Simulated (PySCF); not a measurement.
C₃H₃O₄ (SMILES O=COCC(=O)[O-]) (charge −1)

```yaml
atoms:
  - { symbol: O, position_ang: [2.0523, 0.1846, -0.5033] }
  - { symbol: C, position_ang: [1.5786, -0.3062, 0.4870] }
  - { symbol: O, position_ang: [0.3903, -0.8572, 0.6242] }
  - { symbol: C, position_ang: [-0.6057, -0.5013, -0.3376] }
  - { symbol: C, position_ang: [-1.1873, 0.9345, -0.0926] }
  - { symbol: O, position_ang: [-0.5846, 1.6237, 0.7427] }
  - { symbol: O, position_ang: [-2.1809, 1.1650, -0.8013] }
  - { symbol: H, position_ang: [2.1435, -0.4280, 1.4410] }
  - { symbol: H, position_ang: [-0.1882, -0.5551, -1.3549] }
  - { symbol: H, position_ang: [-1.4066, -1.2453, -0.2319] }
```

Geometry: PBE0-D3(BJ)/def2-SVP.

Theory: B3LYP/def2-SVPD, SCF density, gas phase in PySCF 2.14.0.

Predict the electron density and electron localisation function between the atoms.

C–O (1.20 Å): ρ at the midpoint is about 3.4 e/Å³; the ELF peaks at about 0.85 between the atoms (a multiple bond).
C–H (1.12 Å): ρ at the midpoint is about 2 e/Å³; the ELF climbs to about 1 towards the hydrogen, as it does in any bond to H: an ordinary covalent bond to hydrogen.
C–O (1.32 Å): ρ at the midpoint is about 2.6 e/Å³; the ELF peaks at about 0.90 between the atoms: a polar covalent bond.

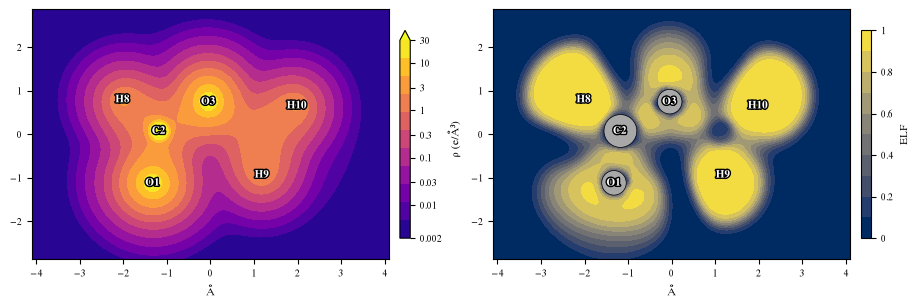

Computed electron density and electron localisation function on the plane of atoms O3, C2 and H8, in this order. Grey discs cover the atomic cores in the ELF map. 
